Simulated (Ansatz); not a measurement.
## CH₇FOSi₂: geometry relaxation (part 2 of 2)

CH₇FOSi₂; RKS PBE0-D4/def2-TZVP (Ansatz 0.2.0). The geometry: PBE-D4/def2-SVP start.

Geometry of the input (Å):
```
C  -0.8105  1.4760  0.4955
Si 0.8184  0.6040  0.8353
O  0.8051  -0.9433  0.1542
Si 0.0475  -1.8117  -1.0303
F  -0.5127  -0.7728  -2.1726
H  -1.0105  1.4931  -0.5952
H  -1.6538  0.9553  0.9937
H  -0.7865  2.5221  0.8641
H  1.0570  0.4304  2.3090
H  1.9687  1.3719  0.2427
H  1.0367  -2.7288  -1.6786
H  -1.1414  -2.5412  -0.4786
```

```
mean field -21665.01478598 eV, -796.1746083101 hartree, gradient 2.9e-5 eV, S^2 0.000000; 1 other end points of the search recorded, 0 dependent functions left out
the calculation of the forces begins
reference -21665.01482226 eV, -796.1746096435 hartree; 29, 29 occupied and 180, 180 virtual orbitals, 1331 factors
Total energy: -21665.22729553 eV, -796.1824178922 hartree
Atom 0 at    -0.734709     1.729336     0.529086 Å, force    -0.000442     0.002540     0.000132 eV/Å
Atom 1 at     0.634996     0.512058     0.825924 Å, force     0.003067     0.000396    -0.002661 eV/Å
Atom 2 at     0.213871    -0.973899     0.251645 Å, force     0.000810    -0.002936    -0.003208 eV/Å
Atom 3 at     0.063770    -1.926308    -1.042561 Å, force    -0.000259     0.002262     0.003171 eV/Å
Atom 4 at    -0.902658    -1.230979    -2.107121 Å, force     0.000957    -0.001582    -0.000274 eV/Å
Atom 5 at    -0.945195     1.824625    -0.538894 Å, force     0.001362    -0.000968     0.002799 eV/Å
Atom 6 at    -1.652077     1.415071     1.032058 Å, force    -0.000890     0.000091    -0.000094 eV/Å
Atom 7 at    -0.456896     2.715410     0.911662 Å, force    -0.000860    -0.002398    -0.000711 eV/Å
Atom 8 at     0.908287     0.352383     2.276399 Å, force    -0.001855     0.000483    -0.000340 eV/Å
Atom 9 at     1.882791     0.951548     0.143060 Å, force    -0.000024    -0.000523     0.000601 eV/Å
Atom 10 at     1.370973    -2.116622    -1.710734 Å, force    -0.003746     0.000162     0.001555 eV/Å
Atom 11 at    -0.565152    -3.197724    -0.631226 Å, force     0.001880     0.002472    -0.000970 eV/Å
Dipole moment:     0.054934     0.103480     0.142180 e Å
```

## Trajectory as extended XYZ (Å, eV, eV/Å), 9 of the 39 frames kept, from step=1 to step=39
```
12
Properties=species:S:1:pos:R:3:forces:R:3 step=1 energy=-21665.10403
C    -0.8105    1.4760    0.4955   -0.1563   0.0427  -0.0391
Si    0.8184    0.6040    0.8353   -0.0795  -0.6104  -0.3186
O     0.8051   -0.9433    0.1542   -0.5426   0.3039  -0.4432
Si    0.0475   -1.8117   -1.0303    0.1015   1.0843   0.0298
F    -0.5127   -0.7728   -2.1726    0.4417  -0.8737   0.8888
H    -1.0105    1.4931   -0.5952    0.0909   0.0224   0.5177
H    -1.6538    0.9553    0.9937    0.4063   0.2478  -0.2332
H    -0.7865    2.5221    0.8641    0.0068  -0.5012  -0.1710
H     1.0570    0.4304    2.3090   -0.0553   0.0105  -0.3273
H     1.9687    1.3719    0.2427   -0.2561  -0.1976   0.1144
H     1.0367   -2.7288   -1.6786   -0.2454   0.2549   0.1336
H    -1.1414   -2.5412   -0.4786    0.2881   0.2163  -0.1519
12
Properties=species:S:1:pos:R:3:forces:R:3 step=6 energy=-21665.21799
C    -0.8114    1.5047    0.5215   -0.0032   0.0515  -0.0297
Si    0.7911    0.6006    0.7893    0.0136  -0.0080   0.0812
O     0.7457   -0.8975    0.1036   -0.0651  -0.0293  -0.1098
Si    0.0584   -1.8222   -1.0302    0.0641  -0.0220   0.0727
F    -0.4717   -0.9045   -2.2256   -0.0031   0.0132  -0.0037
H    -1.0018    1.6549   -0.5453    0.0016  -0.0053   0.0463
H    -1.6559    0.9560    0.9484    0.0422   0.0066  -0.0093
H    -0.7721    2.4879    1.0024   -0.0033  -0.0428  -0.0303
H     1.0501    0.4037    2.2389   -0.0045  -0.0019  -0.0031
H     1.9339    1.3490    0.2018   -0.0331   0.0040  -0.0165
H     1.0696   -2.7461   -1.5878   -0.0184   0.0206   0.0091
H    -1.1179   -2.5316   -0.4777    0.0094   0.0134  -0.0069
12
Properties=species:S:1:pos:R:3:forces:R:3 step=11 energy=-21665.22012
C    -0.8055    1.5516    0.5417   -0.0070   0.0116   0.0050
Si    0.7695    0.5997    0.7944    0.0059  -0.0087  -0.0024
O     0.6778   -0.8811    0.0815   -0.0045  -0.0092  -0.0051
Si    0.0644   -1.8534   -1.0484    0.0096  -0.0142   0.0262
F    -0.5028   -0.9788   -2.2582   -0.0086   0.0130  -0.0155
H    -1.0110    1.6891   -0.5227    0.0021  -0.0002  -0.0013
H    -1.6559    1.0337    0.9920    0.0020   0.0008  -0.0009
H    -0.7292    2.5400    1.0037   -0.0013  -0.0057  -0.0032
H     1.0293    0.3708    2.2389    0.0004   0.0034  -0.0024
H     1.9232    1.3289    0.2054   -0.0024   0.0006   0.0031
H     1.1326   -2.7212   -1.5867   -0.0008   0.0035  -0.0018
H    -1.0745   -2.6244   -0.5022    0.0046   0.0051  -0.0018
12
Properties=species:S:1:pos:R:3:forces:R:3 step=15 energy=-21665.22054
C    -0.7942    1.5725    0.5289    0.0112  -0.0115   0.0009
Si    0.7591    0.5906    0.8055   -0.0072   0.0059  -0.0115
O     0.6440   -0.8921    0.1005   -0.0046  -0.0091   0.0026
Si    0.0618   -1.8645   -1.0451   -0.0142   0.0291  -0.0408
F    -0.5905   -0.9860   -2.2123    0.0239  -0.0380   0.0476
H    -0.9821    1.7094   -0.5386    0.0009  -0.0002  -0.0040
H    -1.6596    1.0709    0.9683   -0.0052  -0.0009   0.0031
H    -0.7062    2.5604    0.9889    0.0017   0.0070   0.0035
H     1.0003    0.3663    2.2537   -0.0027  -0.0015   0.0005
H     1.9334    1.2939    0.2254   -0.0003  -0.0010  -0.0001
H     1.1655   -2.6473   -1.6426   -0.0212   0.0102   0.0081
H    -1.0135   -2.7192   -0.4933    0.0178   0.0100  -0.0098
12
Properties=species:S:1:pos:R:3:forces:R:3 step=20 energy=-21665.22175
C    -0.7707    1.5989    0.4986   -0.0023   0.0139  -0.0012
Si    0.7418    0.5726    0.8276    0.0021   0.0047   0.0096
O     0.6004   -0.9136    0.1357   -0.0081  -0.0148   0.0039
Si    0.0562   -1.8734   -1.0385   -0.0042   0.0041  -0.0177
F    -0.7551   -1.0019   -2.1053    0.0097  -0.0207   0.0127
H    -0.9304    1.7219   -0.5752   -0.0013   0.0012  -0.0019
H    -1.6632    1.1364    0.9267    0.0049  -0.0036  -0.0003
H    -0.6578    2.5919    0.9430   -0.0007  -0.0055  -0.0029
H     0.9334    0.3563    2.2845    0.0048  -0.0002  -0.0015
H     1.9539    1.2334    0.2745   -0.0032  -0.0019   0.0009
H     1.1935   -2.4965   -1.7505   -0.0161   0.0081   0.0067
H    -0.8841   -2.8713   -0.4818    0.0143   0.0144  -0.0083
12
Properties=species:S:1:pos:R:3:forces:R:3 step=25 energy=-21665.22325
C    -0.7560    1.6438    0.4966    0.0140  -0.0442   0.0138
Si    0.7087    0.5515    0.8395    0.0034  -0.0420  -0.0539
O     0.4671   -0.9549    0.2130   -0.0292  -0.0089  -0.0699
Si    0.0551   -1.8917   -1.0373    0.0411   0.0016   0.0646
F    -0.8336   -1.0480   -2.0641    0.0158  -0.0226   0.0182
H    -0.9234    1.7450   -0.5786    0.0043  -0.0005   0.0132
H    -1.6610    1.2277    0.9467    0.0036   0.0161  -0.0089
H    -0.5948    2.6410    0.9152    0.0018  -0.0018  -0.0033
H     0.9234    0.3780    2.2985   -0.0086   0.0022  -0.0019
H     1.9440    1.1250    0.2372   -0.0236  -0.0119   0.0052
H     1.2633   -2.3407   -1.7746   -0.0832   0.0353   0.0576
H    -0.7748   -3.0217   -0.5529    0.0606   0.0766  -0.0348
12
Properties=species:S:1:pos:R:3:forces:R:3 step=29 energy=-21665.22609
C    -0.7429    1.6737    0.4983   -0.0132   0.0231   0.0190
Si    0.6720    0.5223    0.8443    0.0310  -0.0142   0.0035
O     0.3409   -0.9874    0.2708   -0.0154  -0.0121  -0.0333
Si    0.0564   -1.8973   -1.0326    0.0183  -0.0039   0.0142
F    -0.8939   -1.0979   -2.0389    0.0106  -0.0202   0.0056
H    -0.9303    1.7449   -0.5759    0.0002  -0.0013   0.0029
H    -1.6595    1.3278    0.9833    0.0238   0.0047  -0.0104
H    -0.5171    2.6769    0.8728   -0.0057  -0.0272  -0.0084
H     0.9149    0.3824    2.3023   -0.0137   0.0007  -0.0011
H     1.9192    1.0155    0.1971   -0.0160  -0.0010  -0.0042
H     1.3158   -2.1802   -1.7616   -0.0427   0.0104   0.0229
H    -0.6575   -3.1260   -0.6206    0.0229   0.0409  -0.0107
12
Properties=species:S:1:pos:R:3:forces:R:3 step=34 energy=-21665.22699
C    -0.7326    1.7100    0.5114    0.0032  -0.0068   0.0013
Si    0.6444    0.5079    0.8374   -0.0008  -0.0102   0.0029
O     0.2418   -0.9909    0.2791    0.0018   0.0162  -0.0210
Si    0.0592   -1.9113   -1.0353   -0.0126   0.0155   0.0052
F    -0.9234   -1.1839   -2.0644    0.0116  -0.0074   0.0126
H    -0.9337    1.7885   -0.5597    0.0002   0.0002   0.0008
H    -1.6519    1.3938    1.0096   -0.0022   0.0010   0.0000
H    -0.4677    2.7035    0.8833    0.0015  -0.0007   0.0000
H     0.9059    0.3685    2.2919   -0.0045  -0.0015   0.0023
H     1.8956    0.9489    0.1620   -0.0013  -0.0007  -0.0049
H     1.3512   -2.0925   -1.7342   -0.0005  -0.0036   0.0008
H    -0.5707   -3.1876   -0.6419    0.0035  -0.0019  -0.0001
12
Properties=species:S:1:pos:R:3:forces:R:3 step=39 energy=-21665.22726
C    -0.7347    1.7293    0.5291   -0.0004   0.0025   0.0001
Si    0.6350    0.5121    0.8259    0.0031   0.0004  -0.0027
O     0.2139   -0.9739    0.2516    0.0008  -0.0029  -0.0032
Si    0.0638   -1.9263   -1.0426   -0.0003   0.0023   0.0032
F    -0.9027   -1.2310   -2.1071    0.0010  -0.0016  -0.0003
H    -0.9452    1.8246   -0.5389    0.0014  -0.0010   0.0028
H    -1.6521    1.4151    1.0321   -0.0009   0.0001  -0.0001
H    -0.4569    2.7154    0.9117   -0.0009  -0.0024  -0.0007
H     0.9083    0.3524    2.2764   -0.0019   0.0005  -0.0003
H     1.8828    0.9515    0.1431    0.0000  -0.0005   0.0006
H     1.3710   -2.1166   -1.7107   -0.0037   0.0002   0.0016
H    -0.5652   -3.1977   -0.6312    0.0019   0.0025  -0.0010
```

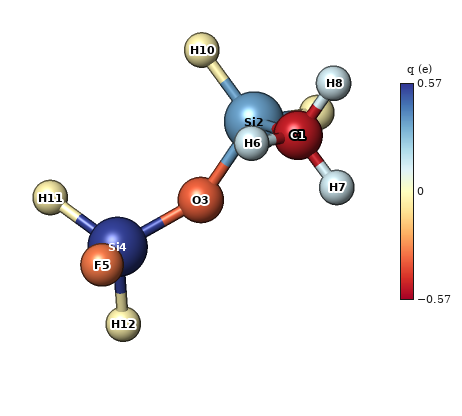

Mulliken charges, as the colour of each atom (ball-and-stick view, seen at a tilt; atoms are numbered from 1 in the order of the input; Mulliken charges depend strongly on the basis). By element: C −0.50, Si +0.36 to +0.55, O −0.36, F −0.32 and H −0.05 to +0.15 e.

## Results in brief

| quantity | value |
| --- | --- |
| outcome | converged |
| total energy | −21665.2273 eV |
| mean-field energy | −21665.0148 eV |
| dispersion energy | −0.2125 eV |
| SCF solution under orbital rotations | stable |
| largest force (length of the vector) at the end | 0.004 eV/Å |
| dipole moment | 0.88 D |
| wall time | 2.6 min (CPU time 8.9 min) |
| peak memory | 0.68 GiB |
